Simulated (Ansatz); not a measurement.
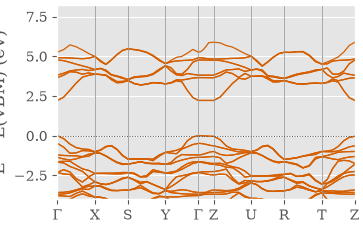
*Band structure from r²SCAN+D4 with spin–orbit coupling (plane waves, PAW; program Ansatz)*

Q: Read off the gap and where the band edges lie.

A: About 2.2 eV (2.22 eV by a search for the band edges); maximum at Γ, minimum at Γ.

The material is ZrBrN in space group Pmmn (No. 59; Zr on 2b, Br on 2a, N on 2a).

The workflow started from a Materials Project entry (that database holds measured and hypothetical structures alike); the Crystallography Open Database files this formula in space group No. 59, but the cells were not matched. Whether it is the stable phase at ambient conditions was not checked. The cell was relaxed with r²SCAN+D4 under the symmetry of its start; whether a distortion lowers the energy is not shown. No spin polarisation was allowed.

Potentials: the later of the program's two PAW sets.
